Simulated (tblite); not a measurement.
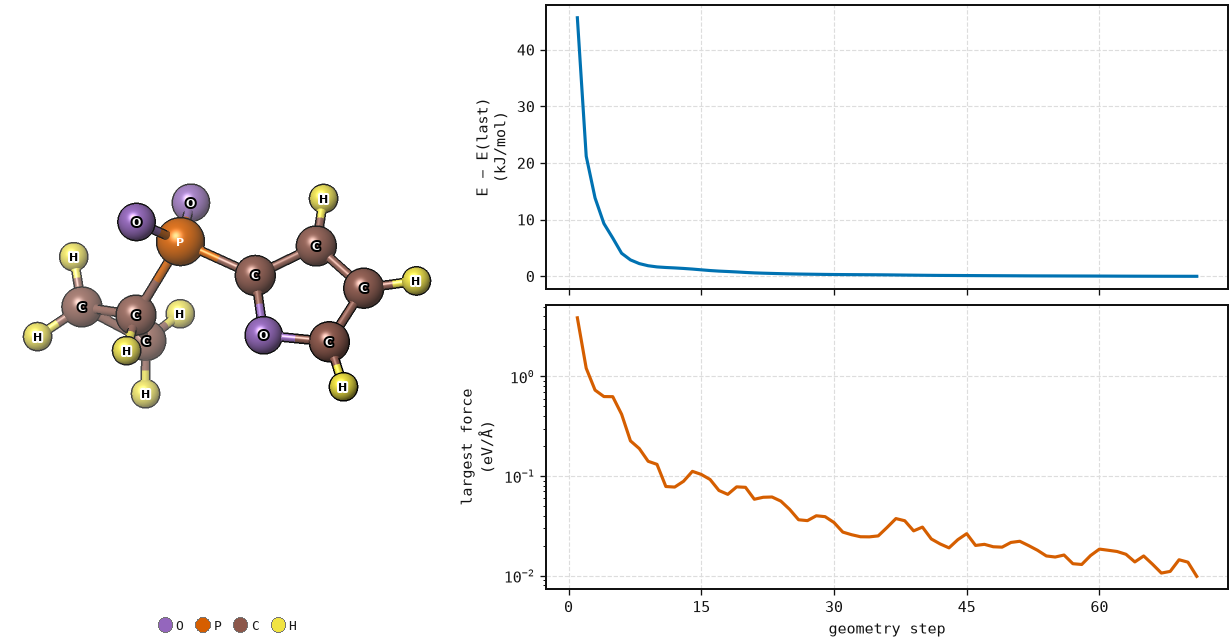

Beside the plot: the molecule at the start.

History of a geometry optimisation.

The run: C7H8O3P (SMILES O=[P@]([O-])(c1ccco1)C1CC1) (charge −1), by GFN2-xTB geometry optimisation, gas phase in tblite 0.8.0.

How did the optimisation end?

The optimisation met its thresholds at geometry 71, counting the start as the first. The energy fell by about 46 kJ/mol from the first step to the last. The largest force goes from about 3.9 eV/Å at the start to 0.01 eV/Å at the end.
